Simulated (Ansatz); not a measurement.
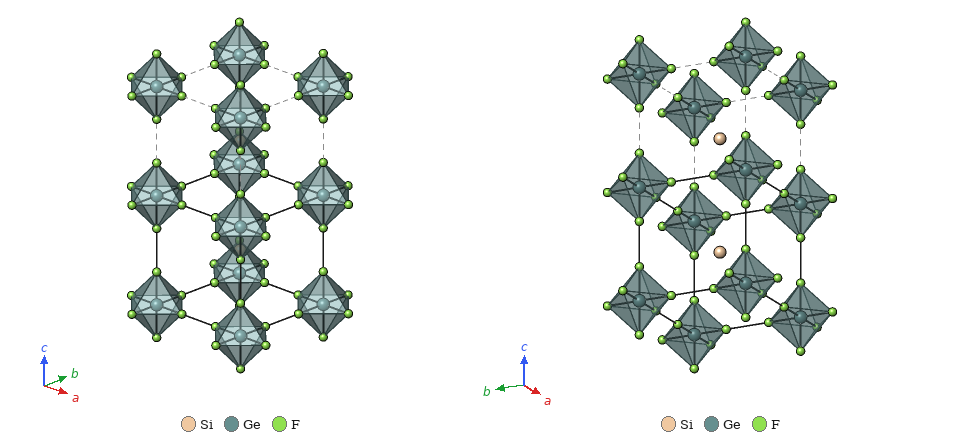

Polyhedra are drawn about Ge (bonds: F–Ge below 2 Å); other atoms are plain spheres. Two views of the same piece.

SiGeF6 (space group Pm-3m, No. 221). Coordinates: the geometry relaxed with Ansatz, DFT PBE, scalar-relativistic, plane waves, PAW; the starting structure was generated, so it need not be a known form of this composition.

What figure surrounds each Ge atom, and how are these polyhedra linked?

Ge: GeF6 octahedron. The octahedra are isolated from each other.
